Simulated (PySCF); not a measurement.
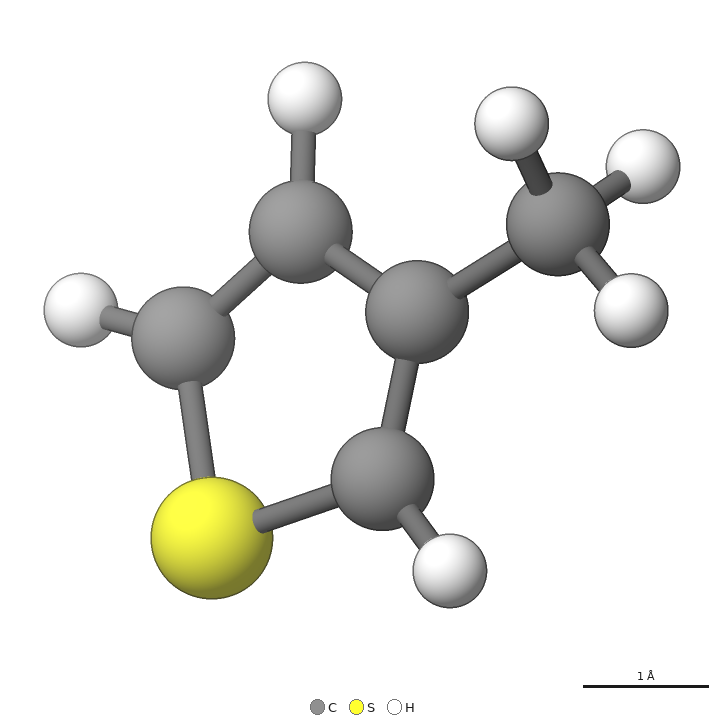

Ball-and-stick drawing of a structure. Every bond is drawn as one stick, whatever its order.

What is the molecular formula?

C5H6S, 12 atoms: 5 carbon, 6 hydrogen and 1 sulfur.

Does it have rings?

Independent rings (smallest set): 1 of 5 members, 1 of them aromatic.

What is the point group of this geometry?

Cs.

More results for the same structure follow; atom numbers are the same in all pictures, views and colours differ. Computed geometry: PBE0-D3(BJ)/def2-SVP optimisation. No frequency run is at hand to confirm it as a minimum.

Geometry

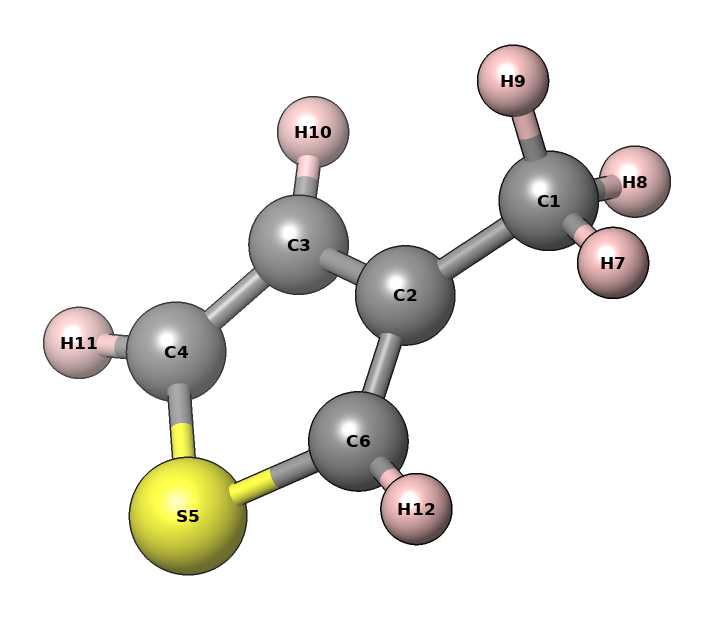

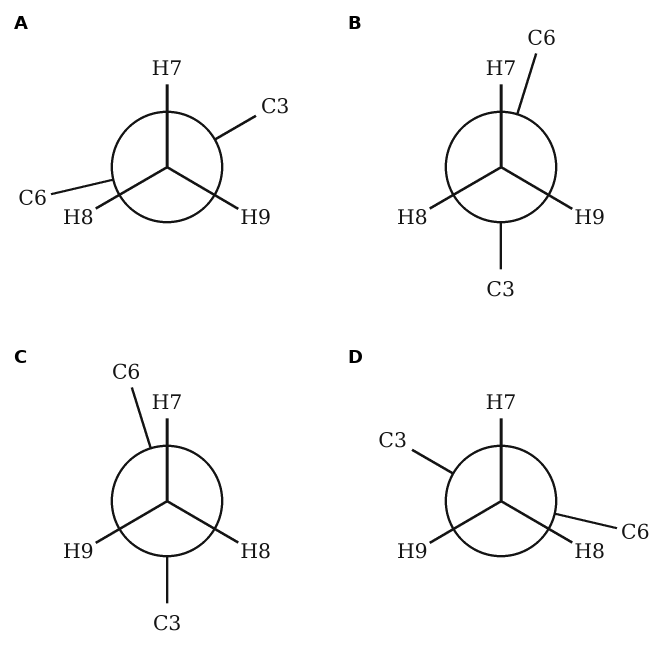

Atoms fade into the background with distance from the viewer. Bonds that would overlap in a projection are set slightly apart. No frequency run is at hand to confirm it as a minimum.

Which Newman projection shows the view along C1–C2, with C1 in front?

B. The torsion angle H7–C1–C2–C3 is 180°, antiperiplanar (anti).

Levels of theory compared

No frequency run is at hand to confirm it as a minimum. Program: PySCF 2.14.0.

At this fixed geometry, give HOMO–LUMO gap (eV), HOMO energy (eV), dipole (D) at these levels: PBE0/6-311+G(2d,p); PBE0/6-31G; PBE0/6-31G*; PBE0/STO-3G; PBE0/def2-SVP; PBE0/def2-TZVP.

| level | HOMO–LUMO gap (eV) | HOMO energy (eV) | dipole (D) |
| --- | --- | --- | --- |
| PBE0/6-311+G(2d,p) | 6.35 | −6.66 | 0.93 |
| PBE0/6-31G | 6.63 | −6.54 | 1.18 |
| PBE0/6-31G* | 6.54 | −6.44 | 0.95 |
| PBE0/STO-3G | 7.49 | −4.38 | 0.29 |
| PBE0/def2-SVP | 6.52 | −6.64 | 0.87 |
| PBE0/def2-TZVP | 6.39 | −6.65 | 0.91 |

NMR shielding

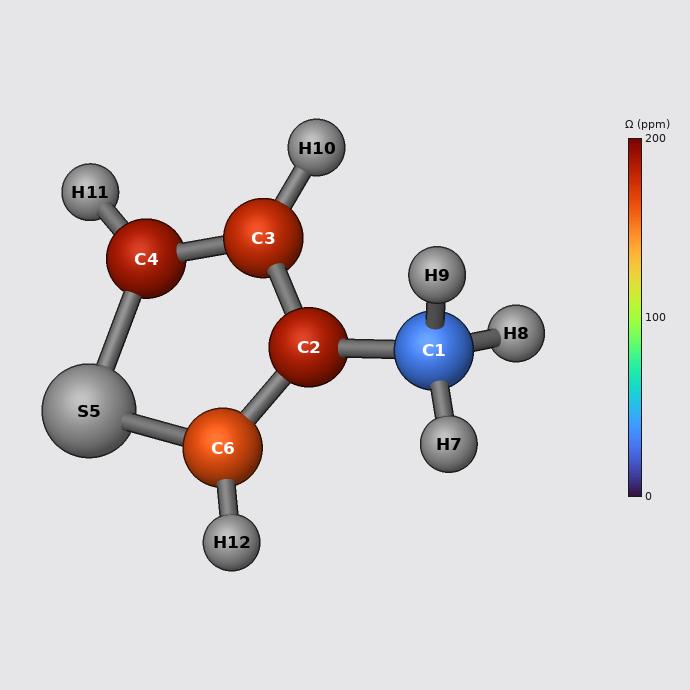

The C atoms are coloured by the span of their shielding tensor. No frequency run is at hand to confirm it as a minimum. Level of theory: GIAO PBE0/def2-TZVP NMR shielding, non-relativistic, gas phase (PySCF 2.14.0). Principal shieldings σ11 ≤ σ22 ≤ σ33, span Ω = σ33 − σ11, skew κ = 3(σiso − σ22)/Ω.

Give the shielding tensors of the C atoms.

| atom | σ11 | σ22 | σ33 | σiso | Ω | κ |
| --- | --- | --- | --- | --- | --- | --- |
| C1 | 157.6 | 160.2 | 190.2 | 169.3 | 32.6 | 0.84 |
| C2 | −37.4 | 20.0 | 146.1 | 42.9 | 183.5 | 0.37 |
| C3 | −29.4 | 43.7 | 146.6 | 53.6 | 176.0 | 0.17 |
| C4 | −38.1 | 53.8 | 146.6 | 54.1 | 184.7 | 0.01 |
| C6 | −25.9 | 67.0 | 137.0 | 59.4 | 162.9 | −0.14 |

Shieldings and span in ppm.

Bond orders

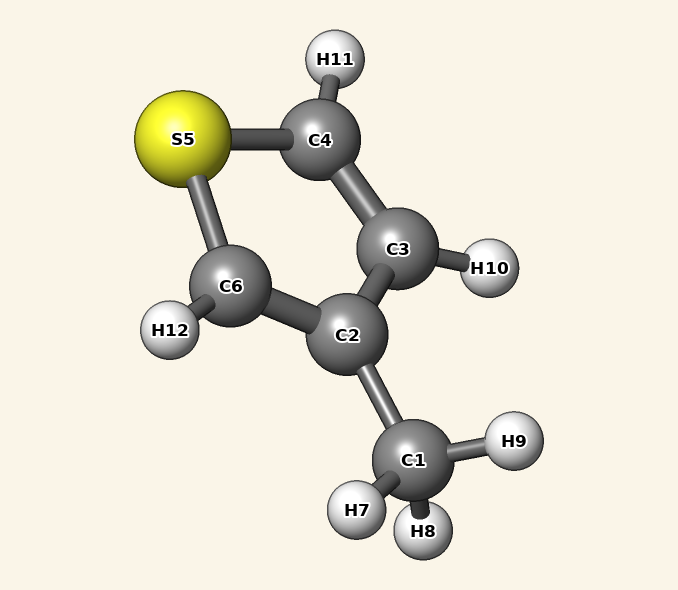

The thickness of each stick grows with its Mayer bond order. No frequency run is at hand to confirm it as a minimum. Method: PBE0/6-31G* (PySCF 2.14.0).

List the Mayer bond orders of C1–C2, C1–H7, C1–H8, C2–C3, C2–C6, C3–C4, C3–H10, C4–S5, C4–H11, S5–C6, C6–H12 (one bond of each equivalent set).

| bond | Mayer order | length (Å) |
| --- | --- | --- |
| C1–C2 | 1.00 | 1.496 |
| C1–H7 | 0.94 | 1.099 |
| C1–H8 | 0.93 | 1.102 |
| C2–C3 | 1.29 | 1.431 |
| C2–C6 | 1.62 | 1.373 |
| C3–C4 | 1.63 | 1.369 |
| C3–H10 | 0.92 | 1.092 |
| C4–S5 | 1.15 | 1.717 |
| C4–H11 | 0.91 | 1.089 |
| S5–C6 | 1.12 | 1.718 |
| C6–H12 | 0.91 | 1.090 |

Ring current

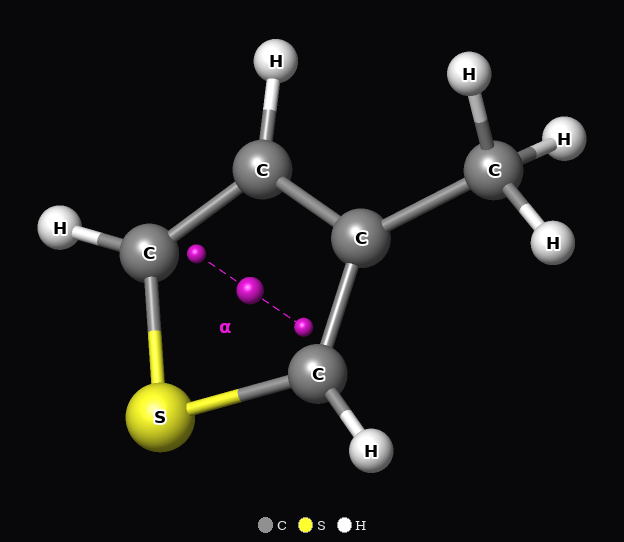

The small points mark where nucleus-independent chemical shifts (NICS) were computed: at the centre of each lettered ring and 1 Å above and below it. No frequency run is at hand to confirm it as a minimum. Level of theory: GIAO PBE0/6-311+G(2d,p) NMR shielding, non-relativistic, gas phase (PySCF 2.14.0).

Give NICS(0), NICS(1) and the out-of-plane component NICS(1)zz for each ring (means of the two sides).

```csv
ring,members,NICS(0),NICS(1),NICS(1)zz
α,C4S,−12.2,−9.6,−27.5
```

Values in ppm.

What do the values say about the ring currents?

Ring α: diatropic, as in an aromatic ring. NICS is one index among several.
